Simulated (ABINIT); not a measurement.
**How slowly RPA converges: Rb2LiAlF6 (Fm-3m)**

How does the RPA correlation energy of Rb2LiAlF6 (Fm-3m) approach its basis limit?

Method: PBEsol and many-body steps on it, plane waves, in ABINIT 10.8.3.

### Step 1. The structure

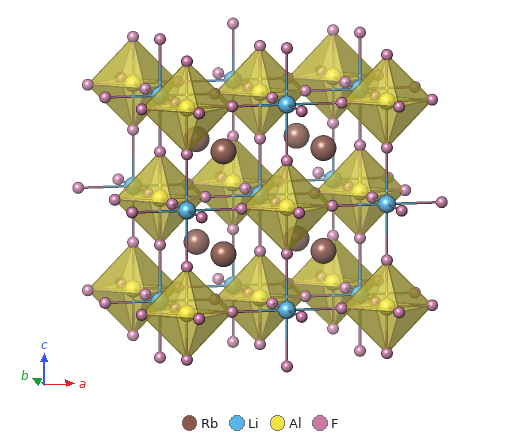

Start, viewed slightly off an axis; rubidium brown, lithium blue, aluminium yellow, fluorine pink. This picture shows the conventional cell, with its axes. Some periodic images of atoms are drawn too.

The cell and positions are those that the Materials Project relaxed with its own functionals (PBE, PBE+U or r2SCAN), kept fixed.

### Step 2. Empty states on the mesh, 2×2×2 mesh, 492 bands

This step: ABINIT 10.8.3; DFT, PBEsol, plane waves, norm-conserving pseudopotentials.

The sums over transitions need many empty states on a uniform mesh; this step solves for them.

Contents of run.abi:

```
acell 3*1.0 Angstrom
rprim 
  0.000000000000 4.113943000000 4.113943000000
  4.113943000000 0.000000000000 4.113943000000
  4.113943000000 4.113943000000 -0.000000000000
ntypat 4
znucl 37 3 13 9
natom 10
typat 1 1 2 3 4 4 4 4 4 4
xred 
  0.750000000000 0.750000000000 0.750000000000
  0.250000000000 0.250000000000 0.250000000000
  0.500000000000 0.500000000000 0.500000000000
  0.000000000000 0.000000000000 0.000000000000
  0.774175000000 0.225825000000 0.225825000000
  0.225825000000 0.225825000000 0.774175000000
  0.225825000000 0.774175000000 0.774175000000
  0.225825000000 0.774175000000 0.225825000000
  0.774175000000 0.225825000000 0.774175000000
  0.774175000000 0.774175000000 0.225825000000
pp_dirpath "pseudos"
pseudos "Rb.upf, Li.upf, Al.upf, F.upf"
ecut 36
ngkpt 2 2 2
nshiftk 1
shiftk 0 0 0
kptopt 1
chksymbreak 0
iscf -2
irdden 1
istwfk *1
nband 492
nbdbuf 44
tolwfr 1e-09
nstep 60
prtvol 0
indata_prefix "in"
outdata_prefix "out"
tmpdata_prefix "tmp"
```

Command:

```sh
> OMP_NUM_THREADS=1 mpirun -n 4 abinit run.abi > log
```

Numbers of over 12 decimals in the logs are rounded to 6 here.

The program printed:

```text
.Version 10.8.3 of ABINIT. v10.8.2 released Aug 2026.

 Symmetries : space group Fm -3 m (#225); Bravais cF (face-center cubic)
[... echo of the input left out ...]
== DATASET  1 ==================================================================
-   mpi_nproc: 4, omp_nthreads: 1 (-1 if OMP is not activated)
-    --> not optimal distribution: autoparal keyword recommended in input file <--

--- !DatasetInfo
iteration_state: {dtset: 1, }
dimensions: {natom: 10, nkpt: 3, mband: 492, nsppol: 1, nspinor: 1, nspden: 1, mpw: 9756, }
cutoff_energies: {ecut:  36.0, pawecutdg:  -1.0, }
electrons: {nelect:   6.60000000E+01, charge:   0.00000000E+00, occopt:   1.00000000E+00, tsmear:   1.00000000E-02, }

 Real(R)+Recip(G) space primitive vectors, cartesian coordinates (Bohr,Bohr^-1):
 R(1)=  0.0000000  7.7742256  7.7742256  G(1)= -0.0643151  0.0643151  0.0643151
 R(2)=  7.7742256  0.0000000  7.7742256  G(2)=  0.0643151 -0.0643151  0.0643151
 R(3)=  7.7742256  7.7742256  0.0000000  G(3)=  0.0643151  0.0643151 -0.0643151
 Unit cell volume ucvol=  9.3972636E+02 bohr^3
 Angles (23,13,12)=  6.00000000E+01  6.00000000E+01  6.00000000E+01 degrees

 getcut: wavevector=  0.0000  0.0000  0.0000  ngfft=  60  60  60
         ecut(hartree)=     36.000   => boxcut(ratio)=   2.02052

--- Pseudopotential description ------------------------------------------------
- Rb Generated using ONCVPSP code by D. R. Hamann
- 37.00000   9.00000  180301                  znucl, zion, pspdat
12 -116133 2 -1 2280                          pspcod,pspxc,lmax,lloc,mmax
     nproj     2     2     2
  pspatm : epsatm=   34.48401057
         --- l  ekb(1:nproj) -->
             0    8.196957   -0.477221
             1    3.231347   -0.378736
             2   -1.047201    0.996637
 pspatm: atomic psp has been read  and splines computed

- Li Generated using ONCVPSP code by D. R. Hamann
-  3.00000   3.00000  180301                  znucl, zion, pspdat
12 -116133 1 -1 1944                          pspcod,pspxc,lmax,lloc,mmax
     nproj     2     2     0
  pspatm : epsatm=    2.60875052
         --- l  ekb(1:nproj) -->
[...]
pspatm: atomic psp has been read  and splines computed

- Al Generated using ONCVPSP code by D. R. Hamann
- 13.00000   3.00000  180301                  znucl, zion, pspdat
12 -116133 2 -1 1876                          pspcod,pspxc,lmax,lloc,mmax
     nproj     2     2     2
  pspatm : epsatm=    0.68509285
         --- l  ekb(1:nproj) -->
[...]
pspatm: atomic psp has been read  and splines computed

- F Generated using ONCVPSP code by D. R. Hamann
-  9.00000   7.00000  180301                  znucl, zion, pspdat
12 -116133 2 -1 832                           pspcod,pspxc,lmax,lloc,mmax
     nproj     2     2     1
  pspatm : epsatm=    4.89824381
         --- l  ekb(1:nproj) -->
[...]
2   -2.394754
[...]
4.81E-04  6.52E-04  6.48E-04  1.85E-04
 -1.5701E+00 -8.4891E-01 -8.4225E-01 -7.7361E-01 -7.5596E-01 -7.5596E-01
 -7.5596E-01 -7.4626E-01 -7.4626E-01 -2.7875E-01 -2.7875E-01 -2.7875E-01
 -2.6518E-01 -2.6518E-01 -2.6518E-01 -1.9495E-01 -1.3157E-01 -1.3157E-01
[...]
4.4413E+00  4.4490E+00  4.4490E+00  4.4492E+00  4.4670E+00  4.4678E+00
  4.4691E+00  4.4732E+00  4.4743E+00  4.4762E+00  4.4891E+00  4.5036E+00
 prteigrs : prtvol=0 or 1, do not print more k-points.

--- !ResultsGS
iteration_state: {dtset: 1, }
comment   : Summary of ground state results
lattice_vectors:
- [  0.0000000,   7.7742256,   7.7742256, ]
- [  7.7742256,   0.0000000,   7.7742256, ]
- [  7.7742256,   7.7742256,  -0.0000000, ]
lattice_lengths: [  10.99442,   10.99442,   10.99442, ]
lattice_angles: [ 60.000,  60.000,  60.000, ] # degrees, (23, 13, 12)
lattice_volume:   9.3972636E+02
convergence: {deltae:  0.000E+00, res2:  0.000E+00, residm:  9.952E-10, diffor:  0.000E+00, }
etotal    :  -2.11574078E+02
entropy   :   0.00000000E+00
fermie    :  -3.60484813E-02
cartesian_stress_tensor: null
pressure_GPa: null
xred      :
- [  7.5000E-01,   7.5000E-01,   7.5000E-01, Rb]
- [  2.5000E-01,   2.5000E-01,   2.5000E-01, Rb]
- [  5.0000E-01,   5.0000E-01,   5.0000E-01, Li]
- [  0.0000E+00,   0.0000E+00,   0.0000E+00, Al]
- [  7.7417E-01,   2.2582E-01,   2.2582E-01,  F]
- [  2.2582E-01,   2.2582E-01,   7.7417E-01,  F]
- [  2.2582E-01,   7.7417E-01,   7.7417E-01,  F]
- [  2.2582E-01,   7.7417E-01,   2.2582E-01,  F]
- [  7.7417E-01,   2.2582E-01,   7.7417E-01,  F]
- [  7.7417E-01,   7.7417E-01,   2.2582E-01,  F]
cartesian_forces: null
force_length_stats: {min: null, max: null, mean: null, }

 Integrated electronic density in atomic spheres:
 ------------------------------------------------
 Atom  Sphere_radius  Integrated_density
[...]
================================================================================

 ----iterations are completed or convergence reached----

 Mean square residual over all n,k,spin=   32.153E-11; max=  99.524E-11
 reduced coordinates (array xred) for   10 atoms
[...]
0.774175000000      0.225825000000      0.774175000000
       0.774175000000      0.774175000000      0.225825000000

 cartesian coordinates (angstrom) at end:
    1      6.170915     6.170915     6.170915
    2      2.056971     2.056971     2.056971
[...]
10      4.113943     4.113943     6.369824
 length scales=  1.889726125908  1.889726125908  1.889726125908 bohr
              =  1.000000000000  1.000000000000  1.000000000000 angstroms
 prteigrs : about to open file out_EIG
 Eigenvalues (hartree) for nkpt=   3  k points:
 kpt#   1, nband=492, wtk=  0.12500, kpt=  0.0000  0.0000  0.0000 (reduced coord)
[...]
4.37765    4.39640    4.39640    4.39640    4.39755    4.39755    4.44111    4.44115
   4.44129    4.44902    4.44904    4.44925    4.46701    4.46780    4.46913    4.47317
   4.47426    4.47621    4.48907    4.50359
 prteigrs : prtvol=0 or 1, do not print more k-points.

== END DATASET(S) ==============================================================
================================================================================

 -outvars: echo values of variables after computation  --------
            nband         492
             nkpt           3
          spgroup         225
 [... the other variables as echoed above ...]

 Calculation completed.
```

Elapsed: 5.9 min, on 4 MPI ranks of Arm Neoverse V2, shared host; peak memory 0.64 GiB.

This step gave:

- gap: 7.106 eV
- k of the valence top: 0, 0, 0
- k of the conduction bottom: 0, 0, 0
- least direct gap: 7.106 eV
- k points computed: 3
- lowest point of the top converged band, above the valence top: 115.5926 eV

On this mesh the gap is 7.106 eV.

The density comes from a self-consistent run that is not shown.

### Step 3. RPA energy: 2×2×2 mesh, 101 bands, screening to 43.5 eV

The RPA dielectric matrix is built and inverted for each q.

This step: RPA screening on PBEsol, plane waves, norm-conserving pseudopotentials.

Edit run.abi of step 2 so:

```diff
@@ -28,10 +28,15 @@
 chksymbreak 0
-iscf -2
-irdden 1
 istwfk *1
-nband 492
-nbdbuf 44
-tolwfr 1e-09
-nstep 60
-prtvol 0
+occopt 1
+irdwfk 1
+optdriver 3
+nband 101
+ecuteps 1.6
+inclvkb 2
+awtr 1
+symchi 1
+gwcalctyp 1
+nfreqre 0
+nfreqim 8
+gwrpacorr 1
 indata_prefix "in"
```

The program printed:

```text
.Version 10.8.3 of ABINIT. v10.8.2 released Aug 2026.

 Symmetries : space group Fm -3 m (#225); Bravais cF (face-center cubic)
[... echo of the input left out ...]
== DATASET  1 ==================================================================
-   mpi_nproc: 4, omp_nthreads: 1 (-1 if OMP is not activated)

--- !DatasetInfo
iteration_state: {dtset: 1, }
dimensions: {natom: 10, nkpt: 3, mband: 101, nsppol: 1, nspinor: 1, nspden: 1, mpw: 9756, }
cutoff_energies: {ecut:  36.0, pawecutdg:  -1.0, }
electrons: {nelect:   6.60000000E+01, charge:   0.00000000E+00, occopt:   1.00000000E+00, tsmear:   1.00000000E-02, }

 SCREENING: Calculation of the susceptibility and dielectric matrices

 Based on a program developped by R.W. Godby, V. Olevano, G. Onida, and L. Reining.
 Incorporated in ABINIT by V. Olevano, G.-M. Rignanese, and M. Torrent.
.Using double precision arithmetic ; gwpc =  8

[... cell and pseudopotentials left out ...]
--------------------------------------------------------------------------------

 ==== K-mesh for the wavefunctions ====
 Number of points in the irreducible wedge :     3
[... list of points left out ...]
 Together with 48 symmetry operations and time-reversal symmetry
 yields     8 points in the full Brillouin Zone.

 ==== Q-mesh for the screening function ====
 Number of points in the irreducible wedge :     3
[... list of points left out ...]
 Together with 48 symmetry operations and time-reversal symmetry
 yields     8 points in the full Brillouin Zone.

 setmesh: FFT mesh size selected  =    36x   36x   36
          total number of points  =        46656

 vcoul_init : cutoff-mode = AUXILIARY_FUNCTION
 q-points for optical limit:   1
     1)      0.000010    0.000020    0.000030

- screening: taking advantage of time-reversal symmetry
- Maximum band index for partially occupied states nbvw = 33
- Remaining bands to be divided among processors   nbcw = 68
- Number of bands treated by each node ~17

 Number of electrons calculated from density =   66.0000; Expected =   66.0000
 average of density, n =  0.070233
 r_s =    1.5036
 omega_plasma =   25.5639 [eV]

 calculating chi0 at frequencies [eV] :
  1    0.000000E+00    0.000000E+00
  2    0.000000E+00    1.343289E+03
  3    0.000000E+00    2.404413E+02
[...]
8    0.000000E+00    3.079585E+00
  9    0.000000E+00    5.512287E-01

--------------------------------------------------------------------------------
  q-point number  1        q = ( 0.000000, 0.000000, 0.000000) [r.l.u.]
--------------------------------------------------------------------------------
[... chi0 elements left out ...]
  [... further frequencies ...]

 For q-point:  0.000010 0.000020 0.000030
  dielectric constant =   2.0796
  dielectric constant without local fields =   2.2351

  Average fulfillment of the sum rule on Im[epsilon] for q-point    1 :     38.21  [%]
[... wings left out ...]
  q-point number  2        q = ( 0.500000, 0.000000, 0.000000) [r.l.u.]
--------------------------------------------------------------------------------
[... chi0 elements left out ...]
  [... further frequencies ...]

  Average fulfillment of the sum rule on Im[epsilon] for q-point    2 :     44.04  [%]

 [... 1 further q-points ...]
```

Wall time 22 s (4 MPI ranks); peak memory 1.3 GiB.

This step gave:

```
ε∞ with local fields, on this mesh, along the program's q direction : 2.080
the same without local fields                                       : 2.235
plasma frequency                                                    : 25.56 eV
plane waves in the screening matrix                                 : 89
RPA correlation energy                                              : -15.52 eV
```

Local fields lower ε∞ by 7 %. On a Γ-centred mesh this coarse the value itself is usually too large, while a short band sum pulls it down.

### Step 4. RPA energy: 2×2×2 mesh, 179 bands, screening to 70.7 eV

Edit run.abi of step 3 so:

```diff
@@ -32,4 +32,4 @@
 optdriver 3
-nband 101
-ecuteps 1.6
+nband 179
+ecuteps 2.6
 inclvkb 2
```

The program printed:

```text
.Version 10.8.3 of ABINIT. v10.8.2 released Aug 2026.

 Symmetries : space group Fm -3 m (#225); Bravais cF (face-center cubic)
[... echo of the input left out ...]
== DATASET  1 ==================================================================
-   mpi_nproc: 4, omp_nthreads: 1 (-1 if OMP is not activated)

--- !DatasetInfo
iteration_state: {dtset: 1, }
dimensions: {natom: 10, nkpt: 3, mband: 179, nsppol: 1, nspinor: 1, nspden: 1, mpw: 9756, }
cutoff_energies: {ecut:  36.0, pawecutdg:  -1.0, }
electrons: {nelect:   6.60000000E+01, charge:   0.00000000E+00, occopt:   1.00000000E+00, tsmear:   1.00000000E-02, }

 SCREENING: Calculation of the susceptibility and dielectric matrices

 Based on a program developped by R.W. Godby, V. Olevano, G. Onida, and L. Reining.
 Incorporated in ABINIT by V. Olevano, G.-M. Rignanese, and M. Torrent.
.Using double precision arithmetic ; gwpc =  8

[... cell and pseudopotentials left out ...]
--------------------------------------------------------------------------------

 ==== K-mesh for the wavefunctions ====
 Number of points in the irreducible wedge :     3
[...]
- Number of bands treated by each node ~36

 Number of electrons calculated from density =   66.0000; Expected =   66.0000
 average of density, n =  0.070233
 r_s =    1.5036
 omega_plasma =   25.5639 [eV]

 calculating chi0 at frequencies [eV] :
  1    0.000000E+00    0.000000E+00
  2    0.000000E+00    1.343289E+03
  3    0.000000E+00    2.404413E+02
[...]
8    0.000000E+00    3.079585E+00
  9    0.000000E+00    5.512287E-01

--------------------------------------------------------------------------------
  q-point number  1        q = ( 0.000000, 0.000000, 0.000000) [r.l.u.]
--------------------------------------------------------------------------------
[... chi0 elements left out ...]
  [... further frequencies ...]

 For q-point:  0.000010 0.000020 0.000030
  dielectric constant =   2.0996
  dielectric constant without local fields =   2.2803

  Average fulfillment of the sum rule on Im[epsilon] for q-point    1 :     56.95  [%]
[... wings left out ...]
  q-point number  2        q = ( 0.500000, 0.000000, 0.000000) [r.l.u.]
--------------------------------------------------------------------------------
[... chi0 elements left out ...]
  [... further frequencies ...]

  Average fulfillment of the sum rule on Im[epsilon] for q-point    2 :     61.43  [%]

 [... 1 further q-points ...]
```

Elapsed: 47 s, on 4 MPI ranks; peak memory 1.8 GiB; 3.1 min of CPU time.

This step gave:

- ε∞ with local fields, on this mesh, along the program's q direction: 2.100
- the same without local fields: 2.280
- plasma frequency: 25.56 eV
- plane waves in the screening matrix: 169
- RPA correlation energy: -29.30 eV

[end of part 1 of 2]

[Paths, hosts, dates, memory and timing lines, banners, echoed tables and standing remarks are left out of the program output.]

[Logs are printed without paths, hosts, clocks, repeated set-up lines and the standing remarks that a program may print on its own settings, such as how far it seeks lower states.]

[Runs of the session that timed out or met a known fault of the program may be left out.]

[Hosts, paths, dates, database ids (printed as entryN), source tags and the programs' standing remarks are cut or masked in the printed files.]

[G0W0 gaps are taken among the corrected bands and points alone; a level outside them can change the order at an edge.]

[Where Ansatz stands beside ABINIT at settings called matched, ABINIT's density can come from a denser mesh and the files from another edition; pairs whose starting gaps differed by over 0.03 eV were left out, so agreement reads better than it is.]
